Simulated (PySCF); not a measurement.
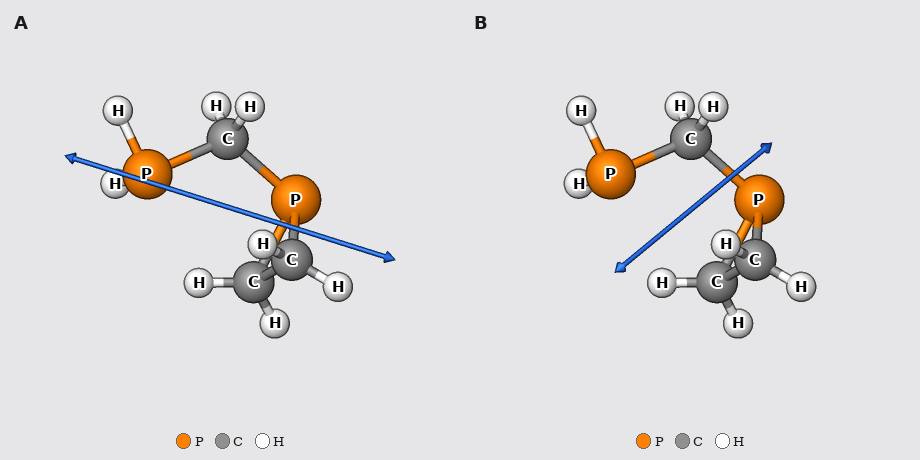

The double arrows show the directions of two transition dipoles from the ground state (lengths mean nothing). The computed structure is the end point of a GFN2-xTB optimisation. No frequency run is at hand to confirm it as a minimum. Properties computed with TDDFT B3LYP/def2-SVPD, vertical, gas phase, core orbitals frozen in the response (PySCF 2.14.0).

One belongs to singlet state 1 and one to singlet state 6. Which is which?

A: state 1, 6.08 eV (204 nm), oscillator strength 0.039, mainly HOMO → LUMO (weight 0.94).
B: state 6, 6.63 eV (187 nm), oscillator strength 0.020, of mixed character, with the largest part HOMO → LUMO+3 (weight 0.42).

The geometry is semi-empirical. Around P such bond lengths and angles can be off by a tenth of an ångström or more and by several degrees, and values that hang on the shape move with them.
